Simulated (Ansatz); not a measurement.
# CH₈NPSi₂: a ladder of functionals and wavefunction methods, part 2 of 2

Ansatz 0.2.0, Gaussian basis; functionals in def2-TZVPP, the program's frozen cores in correlated methods. Earlier steps stand in the parts before.

### 14 CAM-B3LYP-D4 (range-separated)

Input file in.yaml:

```yaml
crystal:
  periodic: [false, false, false]
  atoms:
    - {symbol: Si, position_ang: [-1.802309, 0.861779, 0.034728]}
    - {symbol: C, position_ang: [0.041867, 0.976338, 0.412549]}
    - {symbol: N, position_ang: [0.606737, -0.346398, 0.505374]}
    - {symbol: Si, position_ang: [0.880831, -1.714103, -0.476709]}
    - {symbol: P, position_ang: [2.251759, -0.794934, 0.969115]}
    - {symbol: H, position_ang: [-2.365017, 2.216987, -0.209356]}
    - {symbol: H, position_ang: [-1.992847, 0.030295, -1.186480]}
    - {symbol: H, position_ang: [-2.523680, 0.219922, 1.163260]}
    - {symbol: H, position_ang: [0.539101, 1.591006, -0.353576]}
    - {symbol: H, position_ang: [0.173377, 1.504448, 1.365068]}
    - {symbol: H, position_ang: [1.127878, -1.512679, -1.926352]}
    - {symbol: H, position_ang: [0.081139, -2.930052, -0.206549]}
    - {symbol: H, position_ang: [3.001763, -0.137311, -0.076273]}
basis:
  gaussian: {orbitals: def2-TZVPP}
hamiltonian: {xc: {name: CAM-B3LYP}, dispersion: d4}
output: {orbitals: {seedname: orbitals}}
```

Command:

```sh
$ ansatz run in.yaml --threads 4 --pin off --events-out ev --progress --plain --max-ram 10444MiB
```

Log, shortened:

```text
Functional definition: CAM-B3LYP
  name "CAM-B3LYP"
  cite "Yanai, Tew & Handy, Chem. Phys. Lett. 393, 51 (2004) doi:10.1016/j.cplett.2004.06.011"
  cite "Iikura, Tsuneda, Yanai & Hirao, J. Chem. Phys. 115, 3540 (2001) doi:10.1063/1.1383587"
  cite "Becke, Phys. Rev. A 38, 3098 (1988) doi:10.1103/PhysRevA.38.3098"
  cite "Lee, Yang & Parr, Phys. Rev. B 37, 785 (1988) doi:10.1103/PhysRevB.37.785"
  cite "Vosko, Wilk & Nusair, Can. J. Phys. 58, 1200 (1980) doi:10.1139/p80-159"
[...]
  # Exact exchange under (alpha + beta erf(omega r))/r, Becke's under what is left of 1/r.
[...]
1686 factors; their error is unknown
424 factors; integrals over basis functions are off by at most 1.5e-5 eV
[...]
mean field -27701.54047141 eV, -1018.0128355457 hartree, gradient 5.6e-5 eV, S^2 0.000000; 0 other end points of the search recorded, 0 dependent functions left out
reference -27701.54062610 eV, -1018.0128412306 hartree; 32, 32 occupied and 268, 268 virtual orbitals, 1686 factors
Total energy: -27701.86867174 eV, -1018.0248966854 hartree
```

Wall time 3.1 s (4 threads of Intel Xeon 6975P-C, shared host); peak memory 1.1 GiB.

Atomisation energy: 43.280 eV (free atoms -27658.588 eV, run apart). HOMO -7.81 eV, LUMO 0.30 eV.

### 15 LC-ωPBE (range-separated)

in.yaml, as its differences from that of step 14:

```diff
@@ -18,3 +18,3 @@
   gaussian: {orbitals: def2-TZVPP}
-hamiltonian: {xc: {name: CAM-B3LYP}, dispersion: d4}
+hamiltonian: {xc: {name: LC-wPBE}}
 output: {orbitals: {seedname: orbitals}}
```

The command is unchanged.

Log, shortened:

```text
Functional definition: LC-wPBE
  name "LC-wPBE"
  cite "Vydrov & Scuseria, J. Chem. Phys. 125, 234109 (2006) doi:10.1063/1.2409292"
  cite "Heyd & Scuseria, J. Chem. Phys. 120, 7274 (2004) doi:10.1063/1.1668634"
  cite "Ernzerhof & Perdew, J. Chem. Phys. 109, 3313 (1998) doi:10.1063/1.476928"
  cite "Perdew, Burke & Ernzerhof, Phys. Rev. Lett. 77, 3865 (1996) doi:10.1103/PhysRevLett.77.3865"
  parent pbe
[...]
1670 factors; their error is unknown
544 factors; integrals over basis functions are off by at most 2.9e-5 eV
[...]
mean field -27692.95968342 eV, -1017.6974974036 hartree, gradient 2.2e-5 eV, S^2 0.000000; 0 other end points of the search recorded, 0 dependent functions left out
reference -27692.95968343 eV, -1017.6974974039 hartree; 32, 32 occupied and 268, 268 virtual orbitals, 1670 factors
Total energy: -27692.95968343 eV, -1017.6974974039 hartree
```

It took 2.2 s on 4 threads of Intel Xeon 6975P-C, shared host; peak memory 0.73 GiB.

With the free atoms at this level, -27650.421 eV in sum, the atomisation energy is 42.539 eV. HOMO -9.11 eV, LUMO 1.37 eV.

### 16 ωB97X-V (range-separated)

in.yaml, as its differences from that of step 15:

```diff
@@ -18,3 +18,3 @@
   gaussian: {orbitals: def2-TZVPP}
-hamiltonian: {xc: {name: LC-wPBE}}
+hamiltonian: {xc: {name: wB97X-V}}
 output: {orbitals: {seedname: orbitals}}
```

Same command.

Log, shortened:

```text
Functional definition: wB97X-V
  name "wB97X-V"
  cite "Mardirossian & Head-Gordon, Phys. Chem. Chem. Phys. 16, 9904 (2014) doi:10.1039/C3CP54374A"
  cite "Becke, J. Chem. Phys. 107, 8554 (1997) doi:10.1063/1.475007"
  cite "Vydrov & Van Voorhis, J. Chem. Phys. 133, 244103 (2010) doi:10.1063/1.3521275"
[...]
      + integral(e_c_pw_opposite_spin*poly(b97_u_opposite, cos0, cos1)) + vv10(b, c)
1681 factors; their error is unknown
386 factors; integrals over basis functions are off by at most 1.3e-5 eV
[...]
mean field -27697.74201214 eV, -1017.8732447424 hartree, gradient 2.7e-5 eV, S^2 0.000000; 0 other end points of the search recorded, 0 dependent functions left out
reference -27697.74200961 eV, -1017.8732446495 hartree; 32, 32 occupied and 268, 268 virtual orbitals, 1681 factors
Total energy: -27697.74200961 eV, -1017.8732446495 hartree
```

It took 6.5 s on 4 threads of Intel Xeon 6975P-C, shared host; peak memory 1.2 GiB.

With the free atoms at this level, -27654.190 eV in sum, the atomisation energy is 43.552 eV. HOMO -8.80 eV, LUMO 1.27 eV.

### 17 ωB97M-V (range-separated)

in.yaml, as its differences from that of step 16:

```diff
@@ -18,3 +18,3 @@
   gaussian: {orbitals: def2-TZVPP}
-hamiltonian: {xc: {name: wB97X-V}}
-output: {orbitals: {seedname: orbitals}}
+hamiltonian: {xc: {name: wB97M-V}}
+output: {forces: true, orbitals: {seedname: orbitals}}
```

The command is unchanged.

Log, shortened:

```text
Functional definition: wB97M-V
  name "wB97M-V"
  cite "Mardirossian & Head-Gordon, J. Chem. Phys. 144, 214110 (2016) doi:10.1063/1.4952647"
  cite "Becke, J. Chem. Phys. 107, 8554 (1997) doi:10.1063/1.475007"
  cite "Vydrov & Van Voorhis, J. Chem. Phys. 133, 244103 (2010) doi:10.1063/1.3521275"
  # Of w^i u^j: cxij and so on, Table III.
[...]
  gx(w, u) = 1 - cx + cx01*u + cx10*w
  gss(w, u) = css00 + css04*u^4 + css10*w + css20*w^2 + css43*w^4*u^3
  gos(w, u) = cos00 + cos10*w + (cos20 + cos21*u)*w^2 + (cos60 + cos61*u)*w^6
[...]
      + integral(e_c_pw_mod_opposite_spin*gos(b97_w_opposite, b97_u_opposite)) + vv10(b, c)
1676 factors; their error is unknown
386 factors; integrals over basis functions are off by at most 1.3e-5 eV
[...]
Atom 3 at     0.880831    -1.714103    -0.476709 Å, force    -0.079010    -0.096435    -0.103896 eV/Å
Atom 4 at     2.251759    -0.794934     0.969115 Å, force     0.092692     0.041593    -0.049168 eV/Å
Atom 5 at    -2.365017     2.216987    -0.209356 Å, force     0.062915    -0.154973     0.026911 eV/Å
Atom 6 at    -1.992847     0.030295    -1.186480 Å, force     0.027188     0.080805     0.127558 eV/Å
Atom 7 at    -2.523680     0.219922     1.163260 Å, force     0.083452     0.069489    -0.126847 eV/Å
Atom 8 at     0.539101     1.591006    -0.353576 Å, force    -0.021506    -0.051739     0.059356 eV/Å
Atom 9 at     0.173377     1.504448     1.365068 Å, force    -0.005535    -0.033442    -0.074554 eV/Å
Atom 10 at     1.127878    -1.512679    -1.926352 Å, force    -0.032514    -0.023565     0.168542 eV/Å
Atom 11 at     0.081139    -2.930052    -0.206549 Å, force     0.101728     0.140181    -0.044800 eV/Å
Atom 12 at     3.001763    -0.137311    -0.076273 Å, force    -0.096006    -0.046041     0.074662 eV/Å
Dipole moment:    -0.032201     0.068020    -0.201761 e Å
```

Run time: 8.5 s. Hardware: 4 threads of Intel Xeon 6975P-C, shared host; peak memory 1.4 GiB.

With the free atoms at this level, -27655.974 eV in sum, the atomisation energy is 43.324 eV. HOMO -8.69 eV, LUMO 1.05 eV.

### 18 B2PLYP (double hybrid)

in.yaml, as its differences from that of step 17:

```diff
@@ -18,3 +18,2 @@
   gaussian: {orbitals: def2-TZVPP}
-hamiltonian: {xc: {name: wB97M-V}}
-output: {forces: true, orbitals: {seedname: orbitals}}
+hamiltonian: {xc: {name: B2PLYP}}
```

The command is unchanged.

Log, shortened:

```text
Functional definition: B2PLYP
  name "B2PLYP"
  cite "Grimme, J. Chem. Phys. 124, 034108 (2006) doi:10.1063/1.2148954"
  cite "Becke, Phys. Rev. A 38, 3098 (1988) doi:10.1103/PhysRevA.38.3098"
  cite "Lee, Yang & Parr, Phys. Rev. B 37, 785 (1988) doi:10.1103/PhysRevB.37.785"
[...]
1722 factors; integrals over basis functions are off by at most 8.6e-4 eV
[...]
mean field -27683.08996226 eV, -1017.3347918407 hartree, gradient 7.8e-7 eV, S^2 0.000000; 0 other end points of the search recorded, 0 dependent functions left out
17 core orbitals not correlated: weight in the atoms' cores, before any rotation towards them, 1.000 or more for the frozen orbitals, at most 0.000 for the correlated occupied ones
reference -27683.09016384 eV, -1017.3347992487 hartree; 15, 15 occupied and 268, 268 virtual orbitals, 1722 factors
second order -26.16322213 eV of doubles, -0.00000000 eV of singles
Total energy: -27690.15423382 eV, -1017.5943990321 hartree
```

Run time: 4.8 s. Hardware: 4 threads of Intel Xeon 6975P-C, shared host; peak memory 0.94 GiB.

Atomisation energy: 42.424 eV (free atoms -27647.730 eV, run apart).

### 19 PBE-QIDH (double hybrid)

in.yaml, as its differences from that of step 18:

```diff
@@ -18,2 +18,2 @@
   gaussian: {orbitals: def2-TZVPP}
-hamiltonian: {xc: {name: B2PLYP}}
+hamiltonian: {xc: {name: PBE-QIDH}}
```

Same command.

Log, shortened:

```text
Functional definition: PBE-QIDH
  name "PBE-QIDH"
  cite "Brémond, Sancho-García, Pérez-Jiménez & Adamo, J. Chem. Phys. 141, 031101 (2014) doi:10.1063/1.4890314"
  cite "Perdew, Burke & Ernzerhof, Phys. Rev. Lett. 77, 3865 (1996) doi:10.1103/PhysRevLett.77.3865"
[...]
1722 factors; integrals over basis functions are off by at most 8.6e-4 eV
[...]
mean field -27673.70368988 eV, -1016.9898526929 hartree, gradient 7.6e-6 eV, S^2 0.000000; 0 other end points of the search recorded, 0 dependent functions left out
17 core orbitals not correlated: weight in the atoms' cores, before any rotation towards them, 1.000 or more for the frozen orbitals, at most 0.000 for the correlated occupied ones
reference -27673.70370563 eV, -1016.9898532717 hartree; 15, 15 occupied and 268, 268 virtual orbitals, 1722 factors
second order -24.20010944 eV of doubles, -0.00000000 eV of singles
Total energy: -27681.77040877 eV, -1017.2862991445 hartree
```

Wall time 4.8 s (4 threads of Intel Xeon 6975P-C, shared host); peak memory 0.94 GiB.

Atomisation energy: 42.466 eV (free atoms -27639.305 eV, run apart).

### 20 Frontier levels by functional

Dipoles come from the runs that computed forces. Levels, from each run's orbital file:

| functional | HOMO (eV) | LUMO (eV) | gap (eV) | dipole (D) |
| --- | --- | --- | --- | --- |
| LDA (SPW92) | -5.54 | -1.77 | 3.76 |  |
| PBE-D4 | -5.43 | -1.56 | 3.88 | 1.00 |
| revPBE-D4 | -5.39 | -1.47 | 3.92 |  |
| BLYP-D4 | -5.28 | -1.41 | 3.88 |  |
| r2SCAN-D4 | -5.64 | -1.34 | 4.30 | 1.10 |
| B97M-V | -5.79 | -1.45 | 4.34 |  |
| PBE0-D4 | -6.57 | -0.73 | 5.84 |  |
| B3LYP-D4 | -6.35 | -0.91 | 5.44 | 1.02 |
| r2SCANh-D4 | -6.07 | -1.04 | 5.02 |  |
| r2SCAN0-D4 | -6.71 | -0.61 | 6.10 |  |
| HSE06-D4 | -6.17 | -1.10 | 5.07 |  |
| BHLYP-D4 | -7.57 | 0.19 | 7.75 |  |
| CAM-B3LYP-D4 | -7.81 | 0.30 | 8.11 |  |
| LC-ωPBE | -9.11 | 1.37 | 10.48 |  |
| ωB97X-V | -8.80 | 1.27 | 10.07 |  |
| ωB97M-V | -8.69 | 1.05 | 9.74 | 1.03 |

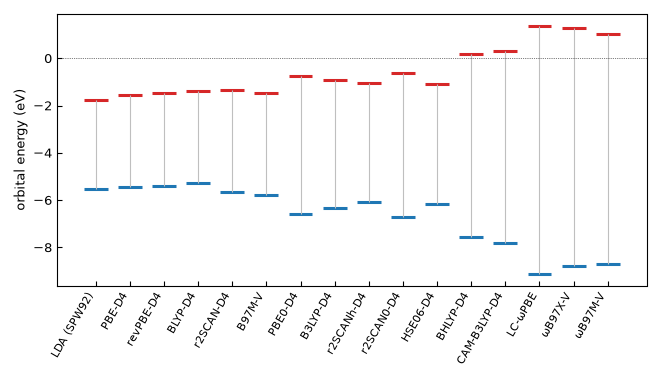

Highest occupied (blue) and lowest empty (red) level by functional.

### 21 CCSD(T) in def2-SVP

in.yaml, as its differences from that of step 19:

```diff
@@ -17,3 +17,3 @@
 basis:
-  gaussian: {orbitals: def2-TZVPP}
-hamiltonian: {xc: {name: PBE-QIDH}}
+  gaussian: {orbitals: def2-SVP}
+correlation: {method: ccsd_t}
```

Launched as before.

Log, shortened:

```text
Functional definition: HF
  name "HF"
  cite "Fock, Z. Phys. 61, 126 (1930) doi:10.1007/BF01340294"
  parent pbe
[...]
1191 factors; integrals over basis functions are off by at most 1.2e-3 eV
[...]
mean field -27624.36576185 eV, -1015.1767172805 hartree, gradient 1.1e-6 eV, S^2 0.000000; 0 other end points of the search recorded, 0 dependent functions left out
17 core orbitals not correlated: weight in the atoms' cores, before any rotation towards them, 1.000 or more for the frozen orbitals, at most 0.000 for the correlated occupied ones
reference -27624.36576185 eV, -1015.1767172805 hartree; 15, 15 occupied and 90, 90 virtual orbitals, 1191 factors
second order -16.97184332 eV of doubles, -0.00000000 eV of singles
cycle   1  -18.11919793 eV  change    -1.1e0 eV  update   1.1e-1
[...]
cycle  10  -18.87461584 eV  change    1.6e-5 eV  update   1.6e-5
perturbative correction -0.63298941 eV, -0.0232619317 hartree
Total energy: -27643.87336711 eV, -1015.8936085508 hartree
```

It took 2.7 s on 4 threads of Intel Xeon 6975P-C, shared host; peak memory 0.72 GiB.

### 22 CCSD(T) in def2-TZVPP

in.yaml, as its differences from that of step 21:

```diff
@@ -17,3 +17,4 @@
 basis:
-  gaussian: {orbitals: def2-SVP}
+  gaussian: {orbitals: def2-TZVPP}
 correlation: {method: ccsd_t}
+output: {orbitals: {seedname: orbitals}}
```

The command is unchanged.

Log, shortened:

```text
Functional definition: HF
  name "HF"
  cite "Fock, Z. Phys. 61, 126 (1930) doi:10.1007/BF01340294"
  parent pbe
[...]
1722 factors; integrals over basis functions are off by at most 8.6e-4 eV
[...]
mean field -27636.28977311 eV, -1015.6149166118 hartree, gradient 2.5e-6 eV, S^2 0.000000; 0 other end points of the search recorded, 0 dependent functions left out
17 core orbitals not correlated: weight in the atoms' cores, before any rotation towards them, 1.000 or more for the frozen orbitals, at most 0.000 for the correlated occupied ones
reference -27636.28977311 eV, -1015.6149166118 hartree; 15, 15 occupied and 268, 268 virtual orbitals, 1722 factors
second order -21.23088975 eV of doubles, -0.00000000 eV of singles
cycle   1  -22.11023838 eV  change   -8.8e-1 eV  update   1.2e-1
[...]
cycle  10  -22.92944913 eV  change    3.4e-5 eV  update   2.2e-5
perturbative correction -1.01680293 eV, -0.0373668186 hartree
Total energy: -27660.23602517 eV, -1016.4949251437 hartree
```

Run time: 2.5 min. Hardware: 4 threads of Intel Xeon 6975P-C, shared host; peak memory 3.6 GiB.

### 23 MP2 in def2-QZVPP

in.yaml, as its differences from that of step 22:

```diff
@@ -17,4 +17,3 @@
 basis:
-  gaussian: {orbitals: def2-TZVPP}
-correlation: {method: ccsd_t}
-output: {orbitals: {seedname: orbitals}}
+  gaussian: {orbitals: "def2-QZVPP.json"}
+correlation: {method: mp2}
```

Same command.

Log:

```text
Functional definition: HF
  name "HF"
  cite "Fock, Z. Phys. 61, 126 (1930) doi:10.1007/BF01340294"
  parent pbe
  exchange = exact_x
  correlation = 0
3314 factors; integrals over basis functions are off by at most 7.9e-4 eV
mean field evaluation 1: about -27632.4194 eV, gradient 3.9e1 eV
mean field evaluation 2: about -27632.6373 eV, gradient 3.9e1 eV
mean field evaluation 4: about -27637.0514 eV, gradient 5.7e0 eV
mean field evaluation 8: about -27637.1782 eV, gradient 3.7e-1 eV
mean field evaluation 16: about -27637.1792 eV, gradient 1.8e-6 eV
mean field -27637.17923059 eV, -1015.6476035712 hartree, gradient 1.8e-6 eV, S^2 0.000000; 0 other end points of the search recorded, 0 dependent functions left out
17 core orbitals not correlated: weight in the atoms' cores, before any rotation towards them, 1.000 or more for the frozen orbitals, at most 0.000 for the correlated occupied ones
reference -27637.17923059 eV, -1015.6476035712 hartree; 15, 15 occupied and 532, 532 virtual orbitals, 3314 factors
second order -22.74341425 eV of doubles, -0.00000000 eV of singles
Total energy: -27659.92264484 eV, -1016.4834086289 hartree
```

Run time: 26 s. Hardware: 4 threads of Intel Xeon 6975P-C, shared host; peak memory 4.5 GiB.

The pieces so far (eV):

| basis | HF | MP2 correlation | CCSD correlation | (T) | total |
| --- | --- | --- | --- | --- | --- |
| def2-SVP | -27624.3658 | -16.9718 | -18.8746 | -0.6330 | -27643.8734 |
| def2-TZVPP | -27636.2898 | -21.2309 | -22.9294 | -1.0168 | -27660.2360 |
| def2-QZVPP | -27637.1792 | -22.7434 |  |  | -27659.9226 (MP2) |

The report of the def2-TZVPP run gives T1 = 0.0140.

### 24 The basis-set limit

No new run: Hartree-Fock is extrapolated as exp(−7.88√X) and correlation as X^−2.97, with X = 3 and 4; only MP2 was run in the larger set, so CCSD(T) minus MP2 is added from the smaller one.

| level | energy at the limit (eV) |
| --- | --- |
| HF | -27637.3017 |
| MP2 | -27661.1655 |
| CCSD | -27662.8641 |
| CCSD(T) | -27663.8809 |

### 25 RPA on PBE orbitals

in.yaml, as its differences from that of step 23:

```diff
@@ -17,3 +17,4 @@
 basis:
-  gaussian: {orbitals: "def2-QZVPP.json"}
-correlation: {method: mp2}
+  gaussian: {orbitals: def2-TZVPP}
+hamiltonian: {xc: pbe}
+correlation: {method: rpa}
```

Same command.

Log, shortened:

```text
Functional definition: PBE
  name "PBE"
  cite "Perdew, Burke & Ernzerhof, Phys. Rev. Lett. 77, 3865 (1996) doi:10.1103/PhysRevLett.77.3865"
  parent pbe
[...]
1722 factors; integrals over basis functions are off by at most 8.6e-4 eV
[...]
mean field -27686.46973689 eV, -1017.4589962674 hartree, gradient 4.8e-6 eV, S^2 0.000000; 0 other end points of the search recorded, 0 dependent functions left out
17 core orbitals not correlated: weight in the atoms' cores, before any rotation towards them, 1.000 or more for the frozen orbitals, at most 0.000 for the correlated occupied ones
reference -27634.31988770 eV, -1015.5425246580 hartree; 15, 15 occupied and 268, 268 virtual orbitals, 1722 factors
Total energy: -27671.73311671 eV, -1016.9174354647 hartree
```

Run time: 4.2 s. Hardware: 4 threads of Intel Xeon 6975P-C, shared host; peak memory 0.86 GiB.

RPA correlation: -37.413 eV. No RPA run of the hydrogen atom was made, so RPA has no atomisation energy below.

### 26 Atomisation energies

Atomisation energy = energies of 2 Si, 1 C, 1 N, 1 P, 8 H (separate runs, same level) minus the molecule's; electronic only, no spin-orbit term.

Differences are taken before rounding.

| method | rung | atomisation energy (eV) | from CCSD(T)/CBS (eV) | time |
| --- | --- | --- | --- | --- |
| LDA (SPW92) | LDA | 48.991 | +6.004 | 1.1 s |
| PBE-D4 | GGA | 43.508 | +0.521 | 1.9 s |
| revPBE-D4 | GGA | 42.706 | -0.281 | 1.6 s |
| BLYP-D4 | GGA | 43.053 | +0.066 | 1.6 s |
| r2SCAN-D4 | meta-GGA | 42.983 | -0.004 | 3.1 s |
| B97M-V | meta-GGA | 43.385 | +0.398 | 5.5 s |
| PBE0-D4 | hybrid | 42.911 | -0.076 | 2.5 s |
| B3LYP-D4 | hybrid | 43.222 | +0.235 | 4 s |
| r2SCANh-D4 | hybrid | 42.756 | -0.231 | 3.8 s |
| r2SCAN0-D4 | hybrid | 42.438 | -0.549 | 3.5 s |
| HSE06-D4 | hybrid | 42.938 | -0.049 | 2.8 s |
| BHLYP-D4 | hybrid | 42.185 | -0.802 | 2.6 s |
| CAM-B3LYP-D4 | range-separated | 43.280 | +0.293 | 3.1 s |
| LC-ωPBE | range-separated | 42.539 | -0.448 | 2.2 s |
| ωB97X-V | range-separated | 43.552 | +0.565 | 6.5 s |
| ωB97M-V | range-separated | 43.324 | +0.337 | 8.5 s |
| B2PLYP | double hybrid | 42.424 | -0.563 | 4.8 s |
| PBE-QIDH | double hybrid | 42.466 | -0.521 | 4.8 s |
| HF/def2-TZVPP | wavefunction | 30.196 | -12.791 |  |
| MP2/def2-TZVPP | wavefunction | 41.734 | -1.253 |  |
| CCSD/def2-TZVPP | wavefunction | 40.953 | -2.034 |  |
| CCSD(T)/def2-SVP | wavefunction | 39.571 | -3.416 | 2.7 s |
| CCSD(T)/def2-TZVPP | wavefunction | 41.612 | -1.374 | 2.5 min |
| MP2/CBS | wavefunction | 43.108 | +0.121 |  |
| CCSD(T)/CBS | wavefunction | 42.987 | 0 | 3 min |

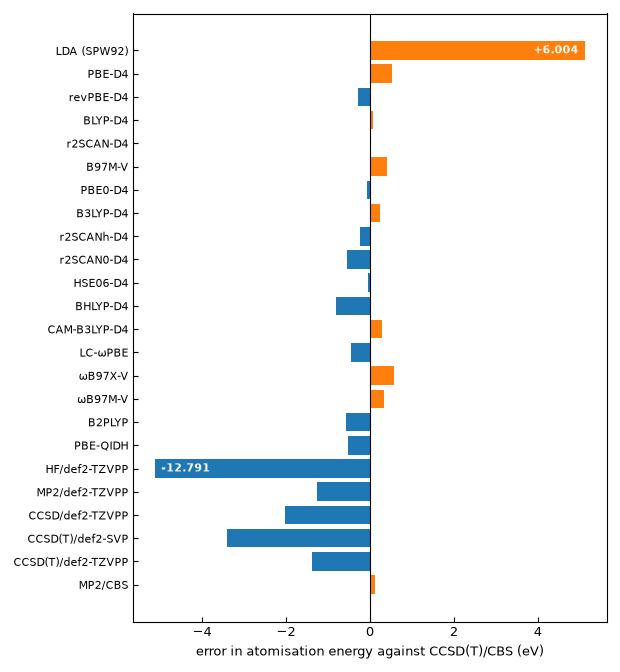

Deviations from CCSD(T)/CBS, method by method. Bars with a number in them are cut short.

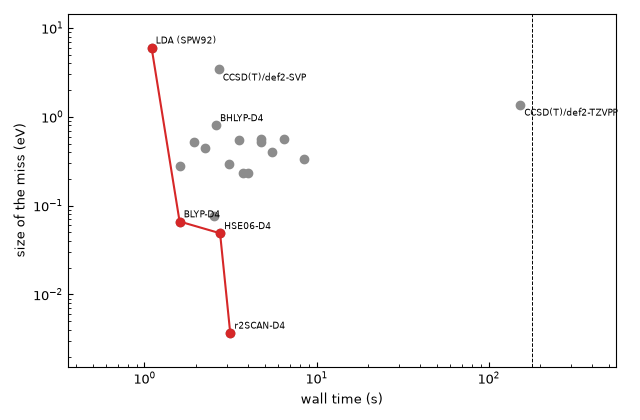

Accuracy for the time spent; red marks the levels that beat every quicker one drawn (of those quicker than the yardstick), and the dashed line is the time of CCSD(T)/CBS. Only those levels and the largest misses are named. Times are from a shared host.

LDA (SPW92), LC-ωPBE, B2PLYP, PBE-QIDH carry no dispersion term (for B3LYP, D4 adds 0.604 eV).

Times are those of the molecule's run; HF, MP2 and CCSD come out of the CCSD(T) runs, and the limit's time is the sum of the runs that it needs.

### 27 Outcome

The summary covers parts 1 to 2.

```
                               quantity                                      value
        atomisation energy, CCSD(T)/CBS                                  42.987 eV
    functionals within 0.215 eV (0.5 %)      BLYP-D4, r2SCAN-D4, PBE0-D4, HSE06-D4
                    farthest beyond LDA                       BHLYP-D4 (-0.802 eV)
                mean size of error, GGA                                   0.290 eV
           mean size of error, meta-GGA                                   0.201 eV
             mean size of error, hybrid                                   0.324 eV
    mean size of error, range-separated                                   0.411 eV
      mean size of error, double hybrid                                   0.542 eV
              gap, smallest and largest  3.76 eV (LDA (SPW92)), 10.48 eV (LC-ωPBE)
                          T1 diagnostic                                     0.0140
triples share of the correlation energy                                      4.2 %
```

What this shows: The LDA atomisation energy is off by 6.004 eV (14 %): it overbinds. PBE-D4 misses by +0.521 eV. Double hybrids carry the basis error of their MP2 part in triple zeta, and no dispersion term here, so their miss is partly the set-up's. Taken by rung, meta-GGA functionals do best (0.201 eV on average) and double hybrid ones worst beyond LDA (0.542 eV). range-separated functionals lie within the reference's doubt of that worst mean (0.411 eV), so those two tie. The gap between the best rungs is small, so their order is not settled. The reference freezes the cores and leaves out relativity and excitations past (T), so misses under about 0.215 eV can't be ranked. Hartree-Fock recovers 70 % of the binding; the rest is correlation. CCSD(T) in def2-SVP is off by -3.416 eV, which most functionals beat. Orbital gaps span 3.8 to 10.5 eV; exact exchange widens them.

For cost: r2SCAN-D4 gets within 0.004 eV in 3.1 s, where CCSD(T)/CBS took 3 min; the quickest level in the cost chart, LDA (SPW92), takes 1.1 s and misses by 6.004 eV.
